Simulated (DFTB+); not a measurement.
Geometry relaxation, with input and output: CH$_{9}$N$_{2}$Si$_{2}$ (charge −1) (part 2 of 4)

The same run, continued: CH$_{9}$N$_{2}$Si$_{2}$, charge −1; GFN1-xTB, R-SCC, dispersion built in (DFTB+ 25.1). The geometry comes from this level: GFN2-xTB.

Geometry of the input (Å):
```
C  -1.5514  1.2233  1.5777
Si 0.2687  0.8342  1.1221
N  0.5394  -0.6421  0.4056
Si 0.2903  -1.4399  -1.0383
N  1.2372  -0.8044  -2.4002
H  -2.1614  1.3288  0.6833
H  -1.6527  2.1401  2.1577
H  -1.9780  0.4137  2.1653
H  1.0020  0.8708  2.4244
H  0.7047  2.1061  0.4444
H  0.7030  -2.8689  -0.8505
H  -1.0559  -1.5204  -1.6840
H  1.7353  -1.5110  -2.9250
H  1.9188  -0.1303  -2.0824
```

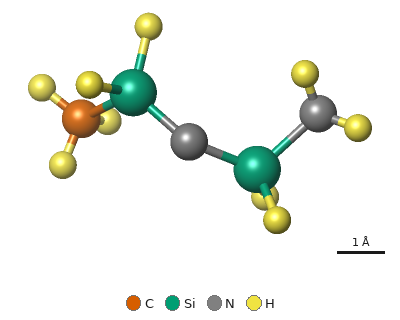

**Figure 1.** The input geometry (ball-and-stick view, seen at a tilt).

## Log, continued
```
Total Energy:                      -17.4263426753 H         -474.1949 eV
Extrapolated to 0K:                -17.4263426753 H         -474.1949 eV
Total Mermin free energy:          -17.4263426753 H         -474.1949 eV
Force related energy:              -17.4263426753 H         -474.1949 eV

total energy  -1.7426343E+01 H       energy change -2.1478279E-04 H
gradient norm  1.1707166E-02 H/a0    max. gradient  3.7927565E-03 H/a0
step length    5.8635945E-02 a0      max. step      2.4794531E-02 a0

--------------------------------------------------------------------------------

***  Geometry step: 14

 iSCC Total electronic   Diff electronic      SCC error
    1   -0.17608685E+02    0.00000000E+00    0.53190863E-02
    2   -0.17608690E+02   -0.26081958E-02    0.20362754E-02
    3   -0.17608691E+02   -0.46610194E-05    0.97738031E-03
    4   -0.17608691E+02   -0.98947751E-06    0.27432529E-03
    5   -0.17608691E+02   -0.20517309E-07    0.75390338E-04
    6   -0.17608691E+02   -0.76728668E-08    0.22180095E-04
    7   -0.17608691E+02   -0.24930813E-09    0.63681812E-05

Total Energy:                      -17.4265554695 H         -474.2007 eV
Extrapolated to 0K:                -17.4265554695 H         -474.2007 eV
Total Mermin free energy:          -17.4265554695 H         -474.2007 eV
Force related energy:              -17.4265554695 H         -474.2007 eV

total energy  -1.7426555E+01 H       energy change -2.1279417E-04 H
gradient norm  1.0806360E-02 H/a0    max. gradient  4.3600051E-03 H/a0
step length    4.8075065E-02 a0      max. step      1.9368828E-02 a0

--------------------------------------------------------------------------------

***  Geometry step: 15

 iSCC Total electronic   Diff electronic      SCC error
    1   -0.17611001E+02    0.00000000E+00    0.27776325E-02
    2   -0.17611001E+02   -0.23101476E-02    0.20752226E-02
    3   -0.17611002E+02   -0.79707221E-06    0.84520816E-03
    4   -0.17611002E+02   -0.20388683E-06    0.24696322E-03
    5   -0.17611002E+02   -0.26075380E-07    0.58122943E-04
    6   -0.17611002E+02   -0.21275746E-08    0.13687617E-04
    7   -0.17611002E+02   -0.16081358E-09    0.61037851E-05

Total Energy:                      -17.4267688930 H         -474.2065 eV
Extrapolated to 0K:                -17.4267688930 H         -474.2065 eV
Total Mermin free energy:          -17.4267688930 H         -474.2065 eV
Force related energy:              -17.4267688930 H         -474.2065 eV

total energy  -1.7426769E+01 H       energy change -2.1342352E-04 H
gradient norm  9.8117634E-03 H/a0    max. gradient  4.5183431E-03 H/a0
step length    6.6112039E-02 a0      max. step      2.1116961E-02 a0

--------------------------------------------------------------------------------

***  Geometry step: 16

 iSCC Total electronic   Diff electronic      SCC error
    1   -0.17612593E+02    0.00000000E+00    0.19566449E-02
    2   -0.17612594E+02   -0.15908324E-02    0.99486665E-03
    3   -0.17612594E+02   -0.11471980E-05    0.70060386E-03
    4   -0.17612594E+02   -0.33498689E-06    0.16478867E-03
    5   -0.17612594E+02   -0.15674203E-07    0.36453848E-04
    6   -0.17612594E+02   -0.41163517E-08    0.91362475E-05

Total Energy:                      -17.4269261558 H         -474.2108 eV
Extrapolated to 0K:                -17.4269261558 H         -474.2108 eV
Total Mermin free energy:          -17.4269261558 H         -474.2108 eV
Force related energy:              -17.4269261558 H         -474.2108 eV

total energy  -1.7426926E+01 H       energy change -1.5726278E-04 H
gradient norm  7.9822583E-03 H/a0    max. gradient  2.8682207E-03 H/a0
step length    6.0637490E-02 a0      max. step      1.7359705E-02 a0

--------------------------------------------------------------------------------

***  Geometry step: 17

 iSCC Total electronic   Diff electronic      SCC error
    1   -0.17612766E+02    0.00000000E+00    0.27905213E-02
    2   -0.17612768E+02   -0.17180415E-03    0.94681524E-03
    3   -0.17612768E+02   -0.16545906E-05    0.27953541E-03
    4   -0.17612768E+02   -0.40135539E-06    0.10189152E-03
    5   -0.17612768E+02   -0.18531424E-07    0.22383342E-04
    6   -0.17612768E+02   -0.98009778E-09    0.73025437E-05

Total Energy:                      -17.4270324686 H         -474.2137 eV
Extrapolated to 0K:                -17.4270324686 H         -474.2137 eV
Total Mermin free energy:          -17.4270324686 H         -474.2137 eV
Force related energy:              -17.4270324686 H         -474.2137 eV

total energy  -1.7427032E+01 H       energy change -1.0631276E-04 H
gradient norm  7.7534240E-03 H/a0    max. gradient  2.8022173E-03 H/a0
step length    5.1065147E-02 a0      max. step      1.6292258E-02 a0

--------------------------------------------------------------------------------

***  Geometry step: 18

 iSCC Total electronic   Diff electronic      SCC error
    1   -0.17612736E+02    0.00000000E+00    0.26849014E-02
    2   -0.17612738E+02    0.31529016E-04    0.89285436E-03
    3   -0.17612738E+02   -0.15590529E-05    0.40357078E-03
    4   -0.17612738E+02   -0.38041929E-06    0.15763046E-03
    5   -0.17612738E+02   -0.20835778E-07    0.47280228E-04
    6   -0.17612738E+02   -0.21270736E-08    0.64684160E-05

Total Energy:                      -17.4271605709 H         -474.2172 eV
Extrapolated to 0K:                -17.4271605709 H         -474.2172 eV
Total Mermin free energy:          -17.4271605709 H         -474.2172 eV
Force related energy:              -17.4271605709 H         -474.2172 eV

total energy  -1.7427161E+01 H       energy change -1.2810229E-04 H
gradient norm  9.0841511E-03 H/a0    max. gradient  3.2659817E-03 H/a0
step length    5.7968758E-02 a0      max. step      2.0968169E-02 a0

--------------------------------------------------------------------------------

***  Geometry step: 19

 iSCC Total electronic   Diff electronic      SCC error
    1   -0.17612200E+02    0.00000000E+00    0.23127840E-02
    2   -0.17612202E+02    0.53803705E-03    0.14956221E-02
    3   -0.17612202E+02   -0.13557052E-05    0.71913558E-03
    4   -0.17612202E+02   -0.40239452E-06    0.16006422E-03
    5   -0.17612202E+02   -0.26342367E-07    0.63824774E-04
    6   -0.17612202E+02   -0.26026434E-08    0.11626490E-04
    7   -0.17612202E+02   -0.22914293E-09    0.63219913E-05

Total Energy:                      -17.4273555589 H         -474.2225 eV
Extrapolated to 0K:                -17.4273555589 H         -474.2225 eV
Total Mermin free energy:          -17.4273555589 H         -474.2225 eV
Force related energy:              -17.4273555589 H         -474.2225 eV

total energy  -1.7427356E+01 H       energy change -1.9498806E-04 H
gradient norm  1.1122989E-02 H/a0    max. gradient  4.8962743E-03 H/a0
step length    9.0712833E-02 a0      max. step      3.3910872E-02 a0

--------------------------------------------------------------------------------

***  Geometry step: 20

 iSCC Total electronic   Diff electronic      SCC error
    1   -0.17611845E+02    0.00000000E+00    0.23926702E-02
    2   -0.17611845E+02    0.35745797E-03    0.19029882E-02
    3   -0.17611846E+02   -0.64783084E-06    0.62594350E-03
    4   -0.17611846E+02   -0.31159188E-06    0.22885587E-03
    5   -0.17611846E+02   -0.24494064E-07    0.50699361E-04
    6   -0.17611846E+02   -0.31242067E-08    0.10692482E-04
    7   -0.17611846E+02   -0.19389290E-09    0.53615901E-05

Total Energy:                      -17.4276189811 H         -474.2296 eV
Extrapolated to 0K:                -17.4276189811 H         -474.2296 eV
Total Mermin free energy:          -17.4276189811 H         -474.2296 eV
Force related energy:              -17.4276189811 H         -474.2296 eV

total energy  -1.7427619E+01 H       energy change -2.6342213E-04 H
gradient norm  1.2519702E-02 H/a0    max. gradient  5.5787303E-03 H/a0
step length    1.1949462E-01 a0      max. step      4.7347781E-02 a0

--------------------------------------------------------------------------------

***  Geometry step: 21

 iSCC Total electronic   Diff electronic      SCC error
    1   -0.17610921E+02    0.00000000E+00    0.25055233E-02
    2   -0.17610923E+02    0.92475742E-03    0.13509630E-02
    3   -0.17610923E+02   -0.20411204E-05    0.98972828E-03
    4   -0.17610923E+02   -0.52163655E-06    0.28789032E-03
    5   -0.17610923E+02   -0.38774250E-07    0.38497953E-04
    6   -0.17610923E+02   -0.61002119E-08    0.16435353E-04
    7   -0.17610923E+02   -0.37641001E-09    0.81370688E-05

Total Energy:                      -17.4278804884 H         -474.2368 eV
Extrapolated to 0K:                -17.4278804884 H         -474.2368 eV
Total Mermin free energy:          -17.4278804884 H         -474.2368 eV
Force related energy:              -17.4278804884 H         -474.2368 eV

total energy  -1.7427880E+01 H       energy change -2.6150736E-04 H
gradient norm  1.0903164E-02 H/a0    max. gradient  4.7468691E-03 H/a0
step length    1.2126237E-01 a0      max. step      4.6867151E-02 a0

--------------------------------------------------------------------------------

***  Geometry step: 22

 iSCC Total electronic   Diff electronic      SCC error
    1   -0.17611332E+02    0.00000000E+00    0.43945842E-02
    2   -0.17611337E+02   -0.40836598E-03    0.23607130E-02
    3   -0.17611338E+02   -0.48961588E-05    0.83919046E-03
    4   -0.17611338E+02   -0.11549901E-05    0.26057711E-03
    5   -0.17611338E+02   -0.32287947E-07    0.36601884E-04
    6   -0.17611338E+02   -0.66218320E-08    0.13245950E-04
    7   -0.17611338E+02   -0.27669955E-09    0.66377608E-05

Total Energy:                      -17.4280694490 H         -474.2419 eV
Extrapolated to 0K:                -17.4280694490 H         -474.2419 eV
Total Mermin free energy:          -17.4280694490 H         -474.2419 eV
Force related energy:              -17.4280694490 H         -474.2419 eV

total energy  -1.7428069E+01 H       energy change -1.8896061E-04 H
gradient norm  8.6128721E-03 H/a0    max. gradient  3.6941102E-03 H/a0
step length    7.7882282E-02 a0      max. step      3.0372522E-02 a0

--------------------------------------------------------------------------------

***  Geometry step: 23

 iSCC Total electronic   Diff electronic      SCC error
    1   -0.17610836E+02    0.00000000E+00    0.23020407E-02
    2   -0.17610838E+02    0.50191814E-03    0.10705099E-02
    3   -0.17610838E+02   -0.17791133E-05    0.93521114E-03
    4   -0.17610838E+02   -0.43871911E-06    0.23536098E-03
    5   -0.17610838E+02   -0.34942143E-07    0.77670687E-04
    6   -0.17610838E+02   -0.36832510E-08    0.15895696E-04
    7   -0.17610838E+02   -0.47540993E-09    0.60080140E-05

Total Energy:                      -17.4281820548 H         -474.2450 eV
Extrapolated to 0K:                -17.4281820548 H         -474.2450 eV
Total Mermin free energy:          -17.4281820548 H         -474.2450 eV
Force related energy:              -17.4281820548 H         -474.2450 eV

total energy  -1.7428182E+01 H       energy change -1.1260580E-04 H
gradient norm  7.9373218E-03 H/a0    max. gradient  3.0544560E-03 H/a0
step length    4.8685202E-02 a0      max. step      1.9966841E-02 a0

--------------------------------------------------------------------------------

***  Geometry step: 24

 iSCC Total electronic   Diff electronic      SCC error
    1   -0.17611667E+02    0.00000000E+00    0.27524833E-02
    2   -0.17611668E+02   -0.82882783E-03    0.15867930E-02
    3   -0.17611669E+02   -0.11867063E-05    0.72403577E-03
    4   -0.17611669E+02   -0.39290000E-06    0.16136119E-03
    5   -0.17611669E+02   -0.22980142E-07    0.50132624E-04
    6   -0.17611669E+02   -0.35907952E-08    0.16369714E-04
    7   -0.17611669E+02   -0.24792612E-09    0.40125425E-05

Total Energy:                      -17.4282879408 H         -474.2478 eV
Extrapolated to 0K:                -17.4282879408 H         -474.2478 eV
Total Mermin free energy:          -17.4282879408 H         -474.2478 eV
Force related energy:              -17.4282879408 H         -474.2478 eV

total energy  -1.7428288E+01 H       energy change -1.0588592E-04 H
gradient norm  8.0100388E-03 H/a0    max. gradient  3.1911043E-03 H/a0
step length    3.9830450E-02 a0      max. step      1.2941424E-02 a0

--------------------------------------------------------------------------------

***  Geometry step: 25

 iSCC Total electronic   Diff electronic      SCC error
    1   -0.17611738E+02    0.00000000E+00    0.14728685E-02
    2   -0.17611739E+02   -0.69003669E-04    0.13064213E-02
    3   -0.17611739E+02   -0.87612600E-06    0.70717375E-03
    4   -0.17611739E+02   -0.33048547E-06    0.26301545E-03
    5   -0.17611739E+02   -0.22422881E-07    0.49957337E-04
    6   -0.17611739E+02   -0.35141277E-08    0.10289180E-04
    7   -0.17611739E+02   -0.17737989E-09    0.45276052E-05

Total Energy:                      -17.4284245105 H         -474.2516 eV
Extrapolated to 0K:                -17.4284245105 H         -474.2516 eV
Total Mermin free energy:          -17.4284245105 H         -474.2516 eV
Force related energy:              -17.4284245105 H         -474.2516 eV

total energy  -1.7428425E+01 H       energy change -1.3656975E-04 H
gradient norm  8.6245940E-03 H/a0    max. gradient  3.1141485E-03 H/a0
step length    6.6542279E-02 a0      max. step      1.9987195E-02 a0

--------------------------------------------------------------------------------

***  Geometry step: 26

 iSCC Total electronic   Diff electronic      SCC error
    1   -0.17612177E+02    0.00000000E+00    0.18606105E-02
    2   -0.17612178E+02   -0.43788923E-03    0.96846862E-03
    3   -0.17612178E+02   -0.95301886E-06    0.56946892E-03
    4   -0.17612178E+02   -0.28011436E-06    0.29323580E-03
    5   -0.17612178E+02   -0.13920271E-07    0.33309534E-04
    6   -0.17612178E+02   -0.44381068E-08    0.16110931E-04
    7   -0.17612178E+02   -0.20217783E-09    0.59509461E-05

Total Energy:                      -17.4285725189 H         -474.2556 eV
Extrapolated to 0K:                -17.4285725189 H         -474.2556 eV
Total Mermin free energy:          -17.4285725189 H         -474.2556 eV
Force related energy:              -17.4285725189 H         -474.2556 eV

total energy  -1.7428573E+01 H       energy change -1.4800839E-04 H
gradient norm  9.1118053E-03 H/a0    max. gradient  3.8172921E-03 H/a0
step length    8.0079499E-02 a0      max. step      2.4104905E-02 a0

--------------------------------------------------------------------------------

***  Geometry step: 27

 iSCC Total electronic   Diff electronic      SCC error
    1   -0.17612572E+02    0.00000000E+00    0.22761220E-02
    2   -0.17612573E+02   -0.39393032E-03    0.80546461E-03
    3   -0.17612574E+02   -0.12834940E-05    0.48915906E-03
    4   -0.17612574E+02   -0.31712128E-06    0.25301512E-03
    5   -0.17612574E+02   -0.13256368E-07    0.38128574E-04
    6   -0.17612574E+02   -0.20034108E-08    0.85475598E-05

Total Energy:                      -17.4287289648 H         -474.2598 eV
Extrapolated to 0K:                -17.4287289648 H         -474.2598 eV
Total Mermin free energy:          -17.4287289648 H         -474.2598 eV
Force related energy:              -17.4287289648 H         -474.2598 eV

total energy  -1.7428729E+01 H       energy change -1.5644587E-04 H
gradient norm  9.3400374E-03 H/a0    max. gradient  3.7266458E-03 H/a0
step length    9.1204206E-02 a0      max. step      2.7404453E-02 a0

--------------------------------------------------------------------------------

***  Geometry step: 28

 iSCC Total electronic   Diff electronic      SCC error
    1   -0.17613392E+02    0.00000000E+00    0.20033790E-02
    2   -0.17613393E+02   -0.81842554E-03    0.15346397E-02
    3   -0.17613394E+02   -0.13336104E-05    0.90987343E-03
    4   -0.17613394E+02   -0.36035622E-06    0.18684412E-03
    5   -0.17613394E+02   -0.30837192E-07    0.48532272E-04
    6   -0.17613394E+02   -0.18471020E-08    0.15513600E-04
    7   -0.17613394E+02   -0.29496761E-09    0.51853693E-05

Total Energy:                      -17.4288974899 H         -474.2644 eV
Extrapolated to 0K:                -17.4288974899 H         -474.2644 eV
Total Mermin free energy:          -17.4288974899 H         -474.2644 eV
Force related energy:              -17.4288974899 H         -474.2644 eV

total energy  -1.7428897E+01 H       energy change -1.6852516E-04 H
gradient norm  9.2776738E-03 H/a0    max. gradient  3.0683638E-03 H/a0
step length    9.8910515E-02 a0      max. step      3.0569649E-02 a0

--------------------------------------------------------------------------------

***  Geometry step: 29

 iSCC Total electronic   Diff electronic      SCC error
    1   -0.17614388E+02    0.00000000E+00    0.25177401E-02
    2   -0.17614390E+02   -0.99455142E-03    0.20146604E-02
    3   -0.17614390E+02   -0.14604971E-05    0.10146664E-02
    4   -0.17614390E+02   -0.40182188E-06    0.20760820E-03
    5   -0.17614390E+02   -0.42807539E-07    0.69362489E-04
    6   -0.17614390E+02   -0.24974049E-08    0.13127156E-04
    7   -0.17614390E+02   -0.23881341E-09    0.73834336E-05

Total Energy:                      -17.4290642388 H         -474.2690 eV
Extrapolated to 0K:                -17.4290642388 H         -474.2690 eV
Total Mermin free energy:          -17.4290642388 H         -474.2690 eV
Force related energy:              -17.4290642388 H         -474.2690 eV

total energy  -1.7429064E+01 H       energy change -1.6674891E-04 H
gradient norm  8.9905164E-03 H/a0    max. gradient  3.0096908E-03 H/a0
step length    1.0312723E-01 a0      max. step      3.1511881E-02 a0
```
